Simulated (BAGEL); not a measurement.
**AlHSBrCl (SMILES [SH][Al]([Cl])[Br]) at HF/6-31G(d) (density fitting with qzvpp-jkfit, spherical functions)**

Aim: the energy change on altering one bond length of AlHSBrCl at HF/6-31G* (density fitting with qzvpp-jkfit, spherical functions), from 2 runs. 

The calculation is run with BAGEL 1.2.2.

2 further runs of the same task are left out: 2 for a known fault of the program. Runs told in other sessions of the task aren't counted.

**1. The structure to begin with**

AlHSBrCl has 5 atoms, charge 0, and is taken as a singlet. SMILES: `[SH][Al]([Cl])[Br]`. The coordinates come from a PBE0-D4/def2-TZVP relaxation. This is one conformer, not always the lowest.

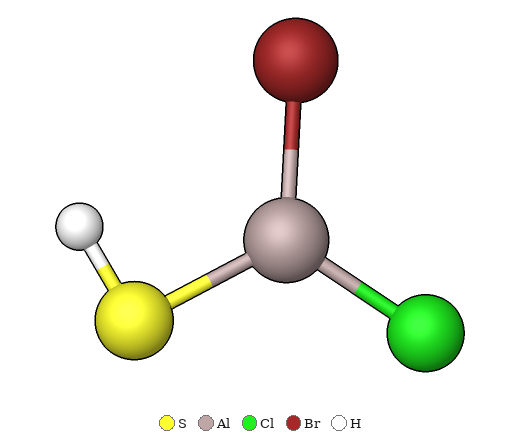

Viewed from a chosen angle; sulfur yellow, aluminium light grey, chlorine green, bromine red, hydrogen white.

**2. A single-point energy at HF/6-31G(d) (density fitting with qzvpp-jkfit, spherical functions)**

Contents of input.json:

```json
{ "bagel" : [

{
  "title" : "molecule",
  "basis" : "6-31gs.json",
  "df_basis" : "qzvpp-jkfit",
  "angstrom" : true,
  "geometry" : [
    { "atom" : "S", "xyz" : [    0.103200,    1.673200,    0.404500 ] },
    { "atom" : "Al", "xyz" : [    0.228300,   -0.466900,    0.150900 ] },
    { "atom" : "Cl", "xyz" : [    1.513900,   -1.539900,    1.380300 ] },
    { "atom" : "Br", "xyz" : [   -0.990800,   -1.529400,   -1.395800 ] },
    { "atom" : "H", "xyz" : [   -0.804800,    1.789300,   -0.581400 ] }
  ]
},
{ "title" : "hf" },
{ "title" : "print", "file" : "orbitals.molden", "orbitals" : true }

]}
```

The basis set 6-31G* is read from a file made from the Basis Set Exchange's data (not shown).

On the command line:

```console
$ BAGEL_NUM_THREADS=1 BAGEL input.json > input.out
```

What it wrote:

```text
* using 1 threads per process

  ===============================================================
  ===============================================================

  *** Geometry ***

  { "atom" : "S", "xyz" : [      0.195020,      3.161890,      0.764394 ] },
  { "atom" : "Al", "xyz" : [      0.431424,     -0.882313,      0.285160 ] },
  { "atom" : "Cl", "xyz" : [      2.860856,     -2.909989,      2.608389 ] },
  { "atom" : "Br", "xyz" : [     -1.872341,     -2.890147,     -2.637680 ] },
  { "atom" : "H", "xyz" : [     -1.520852,      3.381287,     -1.098687 ] },

  Number of auxiliary basis functions:      668

  Since a DF basis is specified, we compute 2- and 3-index integrals:
    o Being stored without compression. Storage requirement is 0.041 GB

  Number of basis functions:       88
  Number of electrons      :       82

    * METHOD: MOLECULE                             0.44

  *** RHF ***

  === Nuclear Repulsion ===
   432.2763337786

      * DIIS with orbital gradients will be used.

  === RHF iteration (6-31gs.json) ===
      0      -3671.71443986          0.00679397           0.16
      1      -3671.76811204          0.00294868           0.15
      2      -3671.77535048          0.00076430           0.15
      3      -3671.77610057          0.00015432           0.15
      4      -3671.77613914          0.00003689           0.16
      5      -3671.77614190          0.00001175           0.16
      6      -3671.77614217          0.00000442           0.16
      7      -3671.77614221          0.00000116           0.16
      8      -3671.77614221          0.00000034           0.15
      9      -3671.77614221          0.00000010           0.15
     10      -3671.77614221          0.00000003           0.16
     11      -3671.77614221          0.00000001           0.16
    * SCF iteration converged.

    * Permanent dipole moment:
           (    0.322498,    -0.247859,     0.312559) a.u.

    * METHOD: HF                                   2.19

    * METHOD: PRINT                                0.01

  ===============================================================
```

Wall time 2.8 s (1 thread of Arm Neoverse V2, shared host); peak memory 0.19 GiB.

**3. The distorted shape, same level**

Contents of hf.json:

```json
{ "bagel": [

{
  "title": "molecule",
  "basis": "6-31gs.json",
  "df_basis": "qzvpp-jkfit",
  "angstrom": true,
  "geometry": [
    { "atom": "S", "xyz": [    0.557192,    1.615151,    0.897442 ] },
    { "atom": "Al", "xyz": [    0.682292,   -0.524949,    0.643842 ] },
    { "atom": "Cl", "xyz": [    1.967892,   -1.597949,    1.873242 ] },
    { "atom": "Br", "xyz": [   -0.536808,   -1.587449,   -0.902858 ] },
    { "atom": "H", "xyz": [   -0.804800,    1.789300,   -0.581400 ] }
  ]
},
{ "title": "hf" },
{ "title": "print", "file": "orbitals.molden", "orbitals": true }

]}
```

The basis set 6-31G* is read from a file made from the Basis Set Exchange's data (not shown).

On the command line:

```console
$ BAGEL_NUM_THREADS=1 BAGEL hf.json > hf.out
```

What it wrote:

```text
* using 1 threads per process

  ===============================================================
  ===============================================================

  *** Geometry ***

  { "atom" : "S", "xyz" : [      1.052940,      3.052193,      1.695920 ] },
  { "atom" : "Al", "xyz" : [      1.289345,     -0.992010,      1.216685 ] },
  { "atom" : "Cl", "xyz" : [      3.718777,     -3.019686,      3.539914 ] },
  { "atom" : "Br", "xyz" : [     -1.014420,     -2.999844,     -1.706154 ] },
  { "atom" : "H", "xyz" : [     -1.520852,      3.381287,     -1.098687 ] },

  Number of auxiliary basis functions:      668

  Since a DF basis is specified, we compute 2- and 3-index integrals:
    o Being stored without compression. Storage requirement is 0.041 GB

  Number of basis functions:       88
  Number of electrons      :       82

    * METHOD: MOLECULE                             0.44

  *** RHF ***

  === Nuclear Repulsion ===
   429.6315937960

      * DIIS with orbital gradients will be used.

  === RHF iteration (6-31gs.json) ===
      0      -3671.61034807          0.00692140           0.17
      1      -3671.67153412          0.00311963           0.16
      2      -3671.68087077          0.00078278           0.16
      3      -3671.68196886          0.00015851           0.16
      4      -3671.68202443          0.00004811           0.15
      5      -3671.68203080          0.00001675           0.15
      6      -3671.68203152          0.00000604           0.16
      7      -3671.68203160          0.00000176           0.15
      8      -3671.68203161          0.00000072           0.15
      9      -3671.68203162          0.00000028           0.16
     10      -3671.68203162          0.00000009           0.16
     11      -3671.68203162          0.00000003           0.16
     12      -3671.68203162          0.00000001           0.15
     13      -3671.68203162          0.00000000           0.16
    * SCF iteration converged.

    * Permanent dipole moment:
           (    0.287609,    -0.236923,     0.275870) a.u.

    * METHOD: HF                                   2.51

    * METHOD: PRINT                                0.01

  ===============================================================
```

Run time: 3.3 s. Hardware: 1 thread of Arm Neoverse V2, shared host; peak memory 0.19 GiB.

**4. Outcome**

At HF/6-31G* (density fitting with qzvpp-jkfit, spherical functions):

| quantity | value |
| --- | --- |
| first shape: total energy | -3671.77614 Eh |
| first shape: dipole moment | 1.30 D |
| first shape: HOMO energy | -11.07 eV |
| first shape: LUMO energy | 1.69 eV |
| first shape: HOMO–LUMO gap | 12.76 eV |
| distorted shape: total energy | -3671.68203 Eh |
| distorted shape: dipole moment | 1.18 D |
| distorted shape: HOMO energy | -11.13 eV |
| distorted shape: LUMO energy | -0.14 eV |
| distorted shape: HOMO–LUMO gap | 10.99 eV |
| energy change with the S1–H5 bond stretched from 1.345 to 2.018 Å | 2.561 eV |

With the S1–H5 bond stretched from 1.345 to 2.018 Å the energy rises by 2.56 eV (247 kJ/mol). The first shape isn't relaxed at this level, so the change isn't measured from a minimum.
